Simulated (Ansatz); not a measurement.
# CdS (Hawleyite, F-43m): a volume series of phonon spectra

Wanted: mode Grüneisen parameters of CdS (Hawleyite) and a free-energy fit over volumes.

Program: Ansatz 0.2.0. Level of theory: DFT PBE, scalar-relativistic, plane waves, PAW. Results are calculated unless marked as measured.

## 1. Set-up

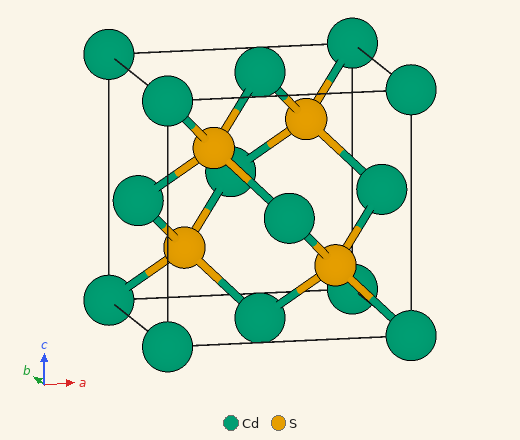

The cell as given, slightly off an axis (cadmium teal, sulfur orange). This picture shows the conventional cell, with its axes. Bonds to atoms that aren't drawn are left out. Some periodic images of atoms are drawn too.

## 2. Probe on a coarse mesh

A cheap single point shows whether the cell is a metal or an insulator and how far it is from rest; that sets the k-mesh and the occupations of what follows.

File input.yaml:

```yaml
crystal:
  lattice:
    - [0.0, 2.9165, 2.9165]
    - [2.9165, 0.0, 2.9165]
    - [2.9165, 2.9165, 0.0]
  atoms:
    - { symbol: Cd, position: [0.0, 0.0, 0.0] }
    - { symbol: S, position: [0.25, 0.25, 0.25] }
kpoints:
  mp_grid: { grid: [6, 6, 6] }
hamiltonian:
  xc: pbe
scf:
  occupations: { method: gaussian, width: 0.1 }
output:
  forces: true
  stress: true
  eigenvalues: true
```

Run with:

```sh
> ansatz run input.yaml --threads 2 --pin off --max-ram 5120MiB --backend cpu --events-out ev --progress --plain --runs-dir out
```

Numbers of over 12 decimals in the logs are rounded to 6 here.

The program printed:

```text
Engine: ansatz 0.2.0, aarch64-unknown-linux-gnu
Pseudopotentials: kind: paw
Pseudopotential: Cd, paw, valence charge 20, recommended cutoff 420 eV (normal), Cd.paw.azcp
Pseudopotential: S, paw, valence charge 6, recommended cutoff 420 eV (normal), S.paw.azcp
Functional definition: PBE
  parameter kappa = 0.804
  parameter beta = 0.066725
  exchange = pbe_x(kappa = kappa, mu = beta*pi^2/3)
  correlation = pbe_c(beta = beta)
Crystal: 2 atoms, lattice volume = 49.615 Å³
Basis set: ecut = 420 eV, 941 PW (Γ), exchange–correlation on 60×60×60 points (8 copies of the dense FFT grid, shifted against one another)
Bands: 17, of which v1, the nominal top of the filled ones, is band 13 counted from 1 (12 counted from 0)
Symmetry: 24 space group operations
Space group: F-43m (ITA 216), of the structure as read, at distance tolerance 3.7e-5 Å
k-points: 16 of 216 (time reversal used)
Non-local potential: Cd, projectors of the file, l = 0: 3, l = 1: 2, l = 2: 2, l = 3: 1
Non-local potential: S, projectors of the file, l = 0: 2, l = 1: 2, l = 2: 2
PAW form: soft (Blöchl's): semilocal exchange-correlation on the pseudo side does not see the compensation charge
PAW one-centre angular grid: Cd, 590 points (default); XC on 64 Gauss nodes
PAW one-centre angular grid: S, 110 points (default); XC on 64 Gauss nodes
Initial density: superposition of atomic densities (neutral atoms: chi_scale 0, normalization atom), corrected by the library's trained network
Initial wavefunctions: pseudopotential atomic-orbital guess
Functional: x = pbe(κ = 0.804, μ = 0.219515), c = pbe(β = 0.066725)
SCF iter   1: F=—  HF=-9157.804935 eV  |F-HF|=—  |Δ(HF+E_count)|=         —  Δρ=5.60e-4  dr2=1.66e-4  ethr=1.77e-3  ⟨swp⟩=5.1  Hψ=1303  notcnv=0
preconditioner: auto → none  [insulator: Δε(μ)=1.141 eV  Ē_g=12.375 eV  σ=0.100 eV  W_gap=1.00  n_scr=14 (ndim 8)  ℏωp=22.4 eV  f_vac=0.128  D(μ)=0.00/eV (n_scr^D=0)  ε∞_Penn≈4.3]
SCF iter   2: F=—  HF=-9157.805623 eV  |F-HF|=—  |Δ(HF+E_count)|=   6.88e-4  Δρ=3.11e-4  dr2=2.66e-5  ethr=6.40e-7  ⟨swp⟩=2.7  Hψ=628  notcnv=0
SCF iter   3: F=—  HF=-9157.805651 eV  |F-HF|=—  |Δ(HF+E_count)|=   2.88e-5  Δρ=1.13e-4  dr2=2.59e-6  ethr=1.02e-7  ⟨swp⟩=2.7  Hψ=525  notcnv=0
SCF iter   4: F=—  HF=-9157.805672 eV  |F-HF|=—  |Δ(HF+E_count)|=   2.03e-5  Δρ=2.91e-5  dr2=2.20e-7  ethr=9.97e-9  ⟨swp⟩=2.0  Hψ=416  notcnv=0
iter 5 did not close the SCF: its close was put off for the readings that it lacked (scf_convergence_deferred on its scf_iter line)
SCF iter   5: F=-9157.805673 eV  HF=-9157.805673 eV  |F-HF|=6.80e-8  |Δ(HF+E_count)|=   1.37e-6  Δρ=8.10e-6  dr2=4.42e-8  ethr=8.46e-10  ⟨swp⟩=2.0  Hψ=416  notcnv=0
SCF iter   6: F=-9157.805673 eV  HF=-9157.805673 eV  |F-HF|=2.59e-9  |Δ(HF+E_count)|=   8.82e-8  Δρ=3.49e-6  dr2=4.19e-9  ethr=1.70e-10  ⟨swp⟩=2.1  Hψ=948  notcnv=0
SCF 1 converged in 6 iterations: F = -9157.805673 eV  dr2 = 4.19e-9
  greatest PAW one-centre occupation: 1.000 electrons in one spin orbital (limit 2), on the Cd atom at site 0 (counted from 0), in its partial waves of l = 0
SCF converged after 6 iterations
Free energy (F): -9157.805673 eV
Harris-Foulkes:  -9157.805673 eV  (|F-HF|=2.59e-9)
Internal energy: -9157.805673 eV  (E = F + TS)
E sigma→0 (E₀):  -9157.805673 eV
Fermi energy:    7.489160 eV
--- Per-component energies (eV) ---
  E_band       = -506.630549
  E_kinetic    = 612.040924
  E_local      = -4012.173654  (includes V_loc(G=0)·N_el)
  E_nonlocal   = 62.141067
  E_hartree    = 1842.922282
  E_xc         = -273.993116
  E_vxc        = -309.247280  (∫ρ·V_xc dr)
  E_paw        = -4683.761893  (= ΣΔE_a)
  E_vpaw       = -545.234911  (= ΣTr[D̂ρ^β])
  E_aug_tail   = 0.000016  (compensation charges beyond the density's cutoff)
  E_ewald      = -2704.981299
  E_smearing   = -0.000000  (= −TS)
  E_closure    = -0.000000  (closes the sum)
  Σ components = -9157.805673   (vs F -9157.805673, Δ=0.00e0)
--- Forces (eV/Å), atoms counted from 1 ---
  atom   1  Cd     0.00000000    -0.00000000     0.00000000
  atom   2  S     -0.00000000     0.00000000     0.00000000
  max |Σ_I F_I| component: 1.39e-16 eV/Å
--- Stress (GPa, compression-positive) ---
        2.855884      -0.000000       0.000000
        0.000000       2.855884       0.000000
       -0.000000       0.000000       2.855884
  P = ⅓ Tr σ = 2.8559 GPa (28.559 kbar)
--- Band table (eV; the first three rows and the last of 16) ---
  k-point 0: bands = [... 9 lower, -0.3308, 6.9122, 6.9122, 6.9122, 8.0566, 13.4366, 13.4366, 13.4366]
  k-point 1: bands = [... 9 lower, -0.3316, 5.4057, 6.7076, 6.7076, 9.2186, 13.0972, 13.7518, 13.7518]
  k-point 2: bands = [... 9 lower, -0.3142, 3.5117, 6.3348, 6.3348, 9.8883, 13.6226, 13.9797, 13.9797]
  k-point 15: bands = [... 9 lower, 0.2559, 3.0016, 4.7407, 4.8030, 11.6360, 12.0129, 15.0823, 15.2796]
```

Run time: 0.8 s. Hardware: 2 threads of Arm Neoverse V2, shared host; peak memory 0.28 GiB; 1.1 s of CPU time.

This step gave:

```yaml
pressure: 2.856 GPa
gap_on_the_k_mesh: 1.144 eV
volume_per_atom: 24.81 Å³
```

The start is under 2.9 GPa at this level and looks like an insulator or semiconductor on this mesh.

## 3. Relaxation

Phonons are second derivatives about a minimum, so cell and atoms are relaxed first, inside the symmetry of the start.

input.yaml, the sections that differ from step 2:

```yaml
kpoints:
  mp_grid: { grid: [8, 8, 8] }
scf:
  occupations: { method: gaussian, width: 0.02 }
output:
  forces: true
  stress: true
  eigenvalues: true
  write_density: true
  write_potential: true
  elf: true
  volumetric_format: npy
relax:
  adjacent_minimum: "off"
  f_tol: 0.005
  max_steps: 80
  cell: { stress_tol: 0.05 }
# crystal, hamiltonian: as in step 2
```

The program printed:

```text
[...]
Crystal: 2 atoms, lattice volume = 49.615 Å³
Basis set: ecut = 420 eV, 941 PW (Γ), exchange–correlation on 60×60×60 points (8 copies of the dense FFT grid, shifted against one another)
Bands: 17, of which v1, the nominal top of the filled ones, is band 13 counted from 1 (12 counted from 0)
Symmetry: 24 space group operations
[...]
k-points: 29 of 512 (time reversal used)
[...]
SCF iter   1: F=—  HF=-9157.807088 eV  |F-HF|=—  |Δ(HF+E_count)|=         —  Δρ=5.91e-4  dr2=2.14e-4  ethr=1.77e-3  ⟨swp⟩=5.8  Hψ=2517  notcnv=0
[...]
SCF iter   6: F=-9157.807818 eV  HF=-9157.807818 eV  |F-HF|=2.58e-9  |Δ(HF+E_count)|=   5.93e-8  Δρ=2.92e-6  dr2=2.96e-9  ethr=1.29e-10  ⟨swp⟩=5.2  Hψ=2739  notcnv=0
SCF 1 converged in 6 iterations: F = -9157.807818 eV  dr2 = 2.96e-9
[...]
relax step   1: F+E_penalty+E_count = -9157.80781762 eV  Δ(F+E_penalty+E_count) = +0.000e0 eV  max|allowed force component| = 1.665e-16 eV/Å  Δτ_max = 0.0000 Å  P = +2.848 GPa  Ω = 49.615 Å³  (6 SCF iters, dr2 threshold 1.00e-7 eV, accepted)
Crystal: 2 atoms, lattice volume = 51.912 Å³
Basis set: ecut = 420 eV, 965 PW (Γ), exchange–correlation on 60×60×60 points (8 copies of the dense FFT grid, shifted against one another)
[...]
iter 1 solved again at ethr=4.34e-6 eV; its pass at ethr=3.10e-3 eV (dr2=1.13e-3 eV) is discarded
[...]
SCF iter   5: F=-9157.827934 eV  HF=-9157.827934 eV  |F-HF|=1.66e-7  |Δ(HF+E_count)|=   5.49e-8  Δρ=1.77e-5  dr2=1.14e-7  ethr=7.69e-10  ⟨swp⟩=6.2  Hψ=3143  notcnv=0
SCF 2 converged in 5 iterations: F = -9157.827934 eV  dr2 = 1.14e-7
relax step   2: F+E_penalty+E_count = -9157.82793438 eV  Δ(F+E_penalty+E_count) = -2.012e-2 eV  max|allowed force component| = 8.558e-17 eV/Å  Δτ_max = 0.0000 Å  P = +0.141 GPa  Ω = 51.912 Å³  energy of the carried Pulay correction = -5.114e-4 eV  (5 SCF iters, dr2 threshold 2.00e-7 eV, accepted)
Crystal: 2 atoms, lattice volume = 52.038 Å³
[...]
SCF iter   4: F=-9157.827968 eV  HF=-9157.827968 eV  |F-HF|=2.72e-9  |Δ(HF+E_count)|=   9.24e-8  Δρ=4.40e-6  dr2=7.31e-9  ethr=1.92e-10  ⟨swp⟩=8.9  Hψ=3134  notcnv=0
SCF 3 converged in 4 iterations: F = -9157.827968 eV  dr2 = 7.31e-9
relax step   3: F+E_penalty+E_count = -9157.82796765 eV  Δ(F+E_penalty+E_count) = -3.327e-5 eV  max|allowed force component| = 5.320e-17 eV/Å  Δτ_max = 0.0000 Å  P = +0.012 GPa  Ω = 52.038 Å³  energy of the carried Pulay correction = -5.386e-4 eV  (4 SCF iters, dr2 threshold 5.00e-8 eV, accepted)
[...]
SCF iter   6: F=-9157.828470 eV  HF=-9157.828470 eV  |F-HF|=0.00e0  |Δ(HF+E_count)|=  3.24e-10  Δρ=1.11e-7  dr2=1.93e-12  ethr=1.00e-12  ⟨swp⟩=5.2  Hψ=2009  notcnv=0
SCF 4 converged in 6 iterations: F = -9157.828470 eV  dr2 = 1.93e-12
relax step   4: F+E_penalty+E_count = -9157.82847030 eV  Δ(F+E_penalty+E_count) = -5.027e-4 eV  max|allowed force component| = 5.551e-17 eV/Å  Δτ_max = 0.0000 Å  P = +0.006 GPa  Ω = 52.038 Å³  stress off target by 6.30e-3 GPa  SCF on the basis re-selected at this cell (its energy is not comparable with the rows above)  (6 SCF iters)
basis re-selected at this cell: Δ(F+E_penalty+E_count) = -5.027e-4 eV, ΔP = -0.006 GPa vs the last step (what re-selecting the basis moved, of the pressure what is left beyond the Pulay correction that the steps carried, after the strain that the cell walked since its last selection, with what the two solves' SCF thresholds leave and, on support functions, any second-order correction that the steps lacked; it is no m [...]
SCF converged after 6 iterations
Free energy (F): -9157.828470 eV
[...]
Internal energy: -9157.828470 eV  (E = F + TS)
E sigma→0 (E₀):  -9157.828470 eV
Fermi energy:    6.775939 eV
[...]
--- Stress (GPa, compression-positive) ---
        0.006298      -0.000000      -0.000000
       -0.000000       0.006298       0.000000
       -0.000000       0.000000       0.006298
  P = ⅓ Tr σ = 0.0063 GPa (0.063 kbar)
--- Band table (eV; the first three rows and the last of 29) ---
  k-point 0: bands = [... 9 lower, -0.8898, 6.2549, 6.2549, 6.2549, 7.2966, 12.7865, 12.7865, 12.7865]
  k-point 1: bands = [... 9 lower, -0.8906, 5.2626, 6.1442, 6.1442, 8.1293, 12.5144, 12.9722, 12.9722]
  k-point 2: bands = [... 9 lower, -0.8858, 3.8771, 5.8940, 5.8940, 8.9297, 12.4743, 13.2632, 13.2632]
  k-point 28: bands = [... 9 lower, -0.3339, 2.5808, 4.1965, 4.2344, 11.4729, 11.6911, 13.3830, 14.2913]
--- Relaxed structure (3 steps of the walk, 3 accepted, 1 SCFs on fresh bases) ---
  F+E_penalty+E_count = -9157.82847030 eV   max|allowed force component| = 5.551e-17 eV/Å   (the final SCF, on the basis selected at the relaxed cell)
  cell:  # Å, volume = 52.0377 Å³
    - [0, 2.963211, 2.963211]
    - [2.963211, 0, 2.963211]
    - [2.963211, 2.963211, 0]
  atoms:
    - { symbol: Cd, position: [0, 0, 0] }
    - { symbol: S, position: [0.250000, 0.250000, 0.250000] }
```

It took 4.4 s on 2 threads; peak memory 0.33 GiB.

Relaxation path:

| step | energy less that of the first step (eV) | largest force component (eV/Å) | pressure (GPa) | volume (Å³) |
| --- | --- | --- | --- | --- |
| 1 | 0.0000 | 0.0000 | 2.85 | 49.62 |
| 2 | -0.0201 | 0.0000 | 0.14 | 51.91 |
| 3 | -0.0202 | 0.0000 | 0.01 | 52.04 |
| 4* | -0.0207 | 0.0000 | 0.01 | 52.04 |

Relaxation steps marked * repeat the geometry before them on a plane-wave basis chosen anew for their cell, so energy and pressure can jump there.

Forces are held to the 24 operations that the run works with; a distortion that breaks them can't arise in this run.

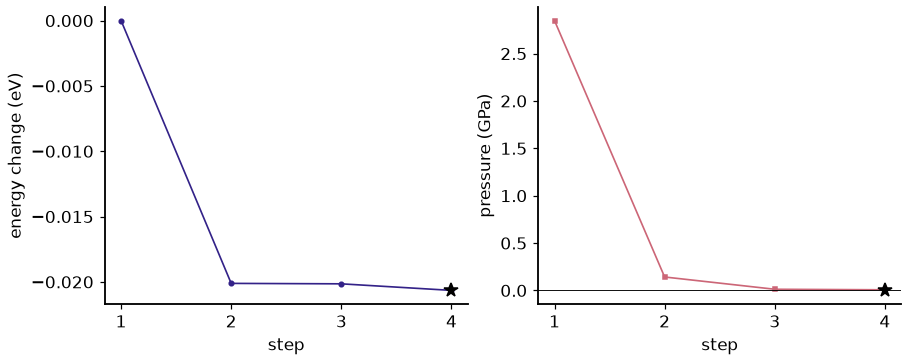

Energy and pressure along the relaxation. Stars mark steps on a basis chosen anew.

| conventional cell, symmetrised | before | after | change |
| --- | --- | --- | --- |
| a (Å) | 5.833 | 5.926 | +1.6 % |
| b (Å) | 5.833 | 5.926 | +1.6 % |
| c (Å) | 5.833 | 5.926 | +1.6 % |
| volume (Å³/atom) | 24.81 | 26.02 | +4.9 % |

Final coordinates:

```xyz
2
Lattice="0.0000 2.9632 2.9632 2.9632 0.0000 2.9632 2.9632 2.9632 0.0000" Properties=species:S:1:pos:R:3 pbc="T T T"
Cd    0.0000    0.0000    0.0000
S     1.4816    1.4816    1.4816
```

This step gave:

```yaml
pressure: 0.006298 GPa
gap_on_the_k_mesh: 1.042 eV
volume_per_atom: 26.02 Å³
```

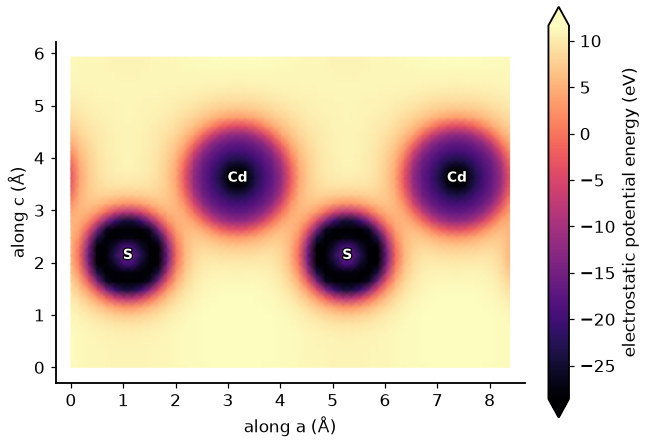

Electrostatic potential energy in the ac plane of a cell with a along [110], b along [-110] and c along [001] of the cube at fractional y = 0.000, with atoms of Cd and S within 0.2 Å of it. With pseudopotentials it is smooth inside the atoms' cores, unlike the true potential. The map starts off the cell's origin, so that atoms lie inside it.

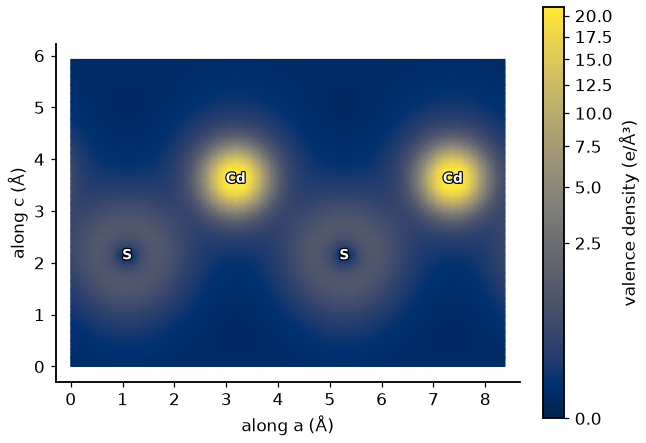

Valence density in the ac plane of a cell with a along [110], b along [-110] and c along [001] of the cube at fractional y = 0.000, with atoms of Cd and S within 0.2 Å of it. It is the smooth field of the valence electrons, not physical close to the nuclei. The map starts off the cell's origin, so that atoms lie inside it. The colour scale is stretched toward low values.

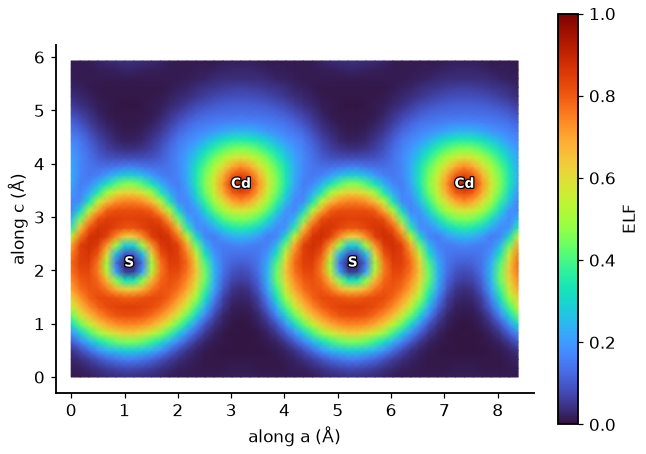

ELF in the ac plane of a cell with a along [110], b along [-110] and c along [001] of the cube at fractional y = 0.000, with atoms of Cd and S within 0.2 Å of it. It is the smooth field of the valence electrons, not physical close to the nuclei. The map starts off the cell's origin, so that atoms lie inside it.

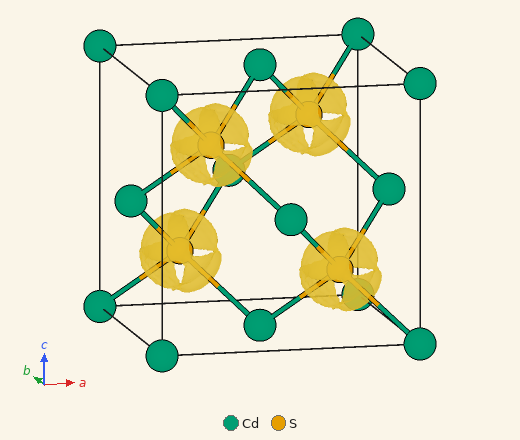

Surface of ELF = 0.84. Bonds to atoms that aren't drawn are left out.

The relaxation ends with a pressure of 0.01 GPa.

## 4. Tight relaxation

The thresholds are tightened for a last relaxation ahead of the phonons, and where mesh or smearing change with them the cell follows.

File input.yaml:

```yaml
crystal:
  lattice:
    - [0.0, 2.9632113916, 2.9632113916]
    - [2.9632113916, 0.0, 2.9632113916]
    - [2.9632113916, 2.9632113916, 0.0]
  atoms:
    - { symbol: Cd, position: [0.0, 0.0, 0.0] }
    - { symbol: S, position: [0.25, 0.25, 0.25] }
kpoints:
  mp_grid: { grid: [8, 8, 8] }
hamiltonian:
  xc: pbe
scf:
  occupations: { method: fixed }
output:
  forces: true
  stress: true
  eigenvalues: true
relax:
  adjacent_minimum: "off"
  f_tol: 0.001
  max_steps: 60
  cell: { stress_tol: 0.01 }
```

The program printed:

```text
[...]
Crystal: 2 atoms, lattice volume = 52.038 Å³
Basis set: ecut = 420 eV, 965 PW (Γ), exchange–correlation on 60×60×60 points (8 copies of the dense FFT grid, shifted against one another)
Bands: 17, of which v1, the nominal top of the filled ones, is band 13 counted from 1 (12 counted from 0)
Symmetry: 24 space group operations
[...]
k-points: 29 of 512 (time reversal used)
[...]
k-point 28: bands = [... 9 lower, -0.3339, 2.5808, 4.1965, 4.2344, 11.4729, 11.6911, 13.3830, 14.2913]
--- Relaxed structure (1 steps of the walk, 1 accepted, 1 SCFs on fresh bases) ---
[...]
cell:  # Å, volume = 52.0377 Å³
    - [0.0, 2.9632113916, 2.9632113916]
    - [2.9632113916, 0.0, 2.9632113916]
    - [2.9632113916, 2.9632113916, 0.0]
  atoms:
    - { symbol: Cd, position: [0.0, 0.0, 0.0] }
    - { symbol: S, position: [0.250000, 0.250000, 0.250000] }
[key lines of the parts left out:]
SCF converged after 5 iterations
Free energy (F): -9157.828470 eV
Fermi energy:    6.254899 eV
P = ⅓ Tr σ = 0.0063 GPa (0.063 kbar)
```

The job ended after 2.3 s (2 threads; peak memory 0.32 GiB).

Little changed from the start: no atom moved by 0.005 Å and no cell edge by 0.1 %.

The residual pressure is 0.0063 GPa, small enough for phonons.

(Continued in part 2 of 4.)

[Logs are printed without paths, hosts, clocks, repeated set-up lines and the standing remarks that a program may print on its own settings, such as how far it seeks lower states.]

[Hosts, paths, dates, database ids (printed as entryN), source tags and the programs' standing remarks are cut or masked in the printed files.]

[A step with changed settings may run another functional than the one named; its input shows which.]

[Of the runs on displaced cells, only some may be shown.]
